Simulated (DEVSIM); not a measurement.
Device: Ru/HfO2/p-Ge capacitor, at 300 K.

| layer (left to right) | material | thickness (nm) | Na (cm⁻³) |
|---|---|---|---|
| 1 | HfO2 | 11.0 | - |
| 2 | Ge | 3800 | 2.5e16 |

Metal gate on the left, work function 4.7 eV. Fixed charge at the semiconductor interface -7.8e10 cm⁻² (in units of +e); interface traps 1e11 cm⁻² eV⁻¹, uniform in energy, neutral level at 0.7 of the gap above the valence band.

This is a model device: material constants are rounded textbook-type values typed into the input, and sizes, dopings and lifetimes were drawn at random. Values at 300 K.

```tsv
parameter	HfO2	Ge
gap (eV)	5.7	0.664
affinity (eV)	2.5	4
permittivity	22	16
Nc (cm⁻³)	-	1.04e19
Nv (cm⁻³)	-	6e18
```

DEVSIM, 1D Poisson equation in equilibrium, Boltzmann statistics, complete ionisation; no quantum confinement or tunnelling. Metal contacts follow the ideal Schottky-Mott rule: no Fermi-level pinning, no interface dipoles.

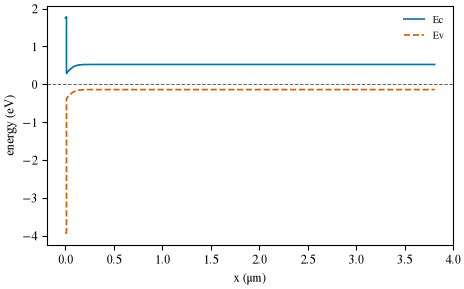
*Band edges at 0.45 V on the gate*

Energies count from the Fermi level of the right contact; mesh points crowd at the junctions.

```tsv
x (μm)	Ec (eV)	Ev (eV)	n (cm⁻³)	p (cm⁻³)	field (V/cm)
0.000	1.750	-3.950	< 1e2	< 1e2	31000
0.001326	1.754	-3.946	< 1e2	< 1e2	31000
0.003836	1.762	-3.938	< 1e2	< 1e2	31000
0.007672	1.774	-3.926	< 1e2	< 1e2	31000
0.01043	1.782	-3.918	< 1e2	< 1e2	31000
0.01152	0.286	-0.378	1.6e14	2.7e12	35000
0.01364	0.293	-0.371	1.2e14	3.5e12	34000
0.02107	0.318	-0.346	4.8e13	9.1e12	32000
0.03605	0.362	-0.302	8.6e12	5.1e13	28000
0.06894	0.438	-0.226	4.6e11	9.4e14	18000
0.1431	0.511	-0.153	2.7e10	1.6e16	3600
0.4039	0.522	-0.142	1.7e10	2.5e16	≈ 0
0.8984	0.522	-0.142	1.7e10	2.5e16	≈ 0
1.974	0.522	-0.142	1.7e10	2.5e16	≈ 0
3.211	0.522	-0.142	1.7e10	2.5e16	≈ 0
3.546	0.522	-0.142	1.7e10	2.5e16	≈ 0
3.694	0.522	-0.142	1.7e10	2.5e16	≈ 0
3.760	0.522	-0.142	1.7e10	2.5e16	≈ 0
3.794	0.522	-0.142	1.7e10	2.5e16	≈ 0
3.805	0.522	-0.142	1.7e10	2.5e16	≈ 0
3.809	0.522	-0.142	1.7e10	2.5e16	≈ 0
3.811	0.522	-0.142	1.7e10	2.5e16	≈ 0
```
